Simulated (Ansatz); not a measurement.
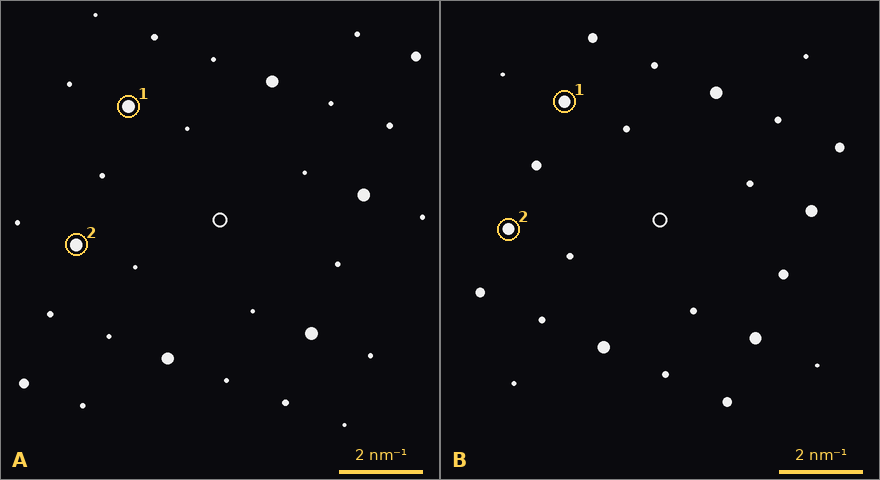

Kinematic electron diffraction patterns (120 kV, B = 0.5 Å², same scale) along [001] of the run's own cell, for the start and the end of one relaxation of BPb2 with DFT PBE, scalar-relativistic, plane waves, PAW in Ansatz. k mesh 6×6×10. The start is a generated model structure, and the relaxation ends in the nearest stationary point of its symmetry, not necessarily the ground state. Spot 1 is -1 -2 0 and spot 2 is 1 -2 0 in both.

Start structure:

```
CELL_PARAMETERS angstrom
5.91567 0.00000 0.00000
0.00000 6.09579 0.00000
0.00000 0.00000 3.98170
ATOMIC_POSITIONS crystal
B 0.50000 0.50000 0.50000
B 0.00000 0.00000 0.00000
Pb 0.22500 0.82500 0.50000
Pb 0.72500 0.67500 0.00000
Pb 0.77500 0.17500 0.50000
Pb 0.27500 0.32500 0.00000
```

Q: Which pattern belongs to the start structure, and which to the relaxed one?

A: B is the start: its cell gives d(1) = 2.709 Å, d(2) = 2.709 Å and an angle of 54.5°. A is the relaxed structure, with d(1) = 2.822 Å (+4.2 %), d(2) = 2.822 Å (+4.2 %) and 60.9°.

Q: Name reflections whose intensity changes strongly on relaxation.

A: 0 2 0 goes from 34 to 1.7 % of the strongest spot; 2 -1 0 goes from 9.1 to 1 % of the strongest spot.

Q: Summarise the relaxation behind the change.

A: The volume changed by -1.1 % to 23.68 Å³ an atom; with the mean shift removed, the atoms moved by up to 0.29 Å relative to the cell (Pb most); the space group stayed Pnnm (No. 58); the free energy fell by 39 meV an atom. Relaxed cell: a = 5.564 Å, b = 6.548 Å, c = 3.899 Å, α = 90.00°, β = 90.00°, γ = 90.00°.
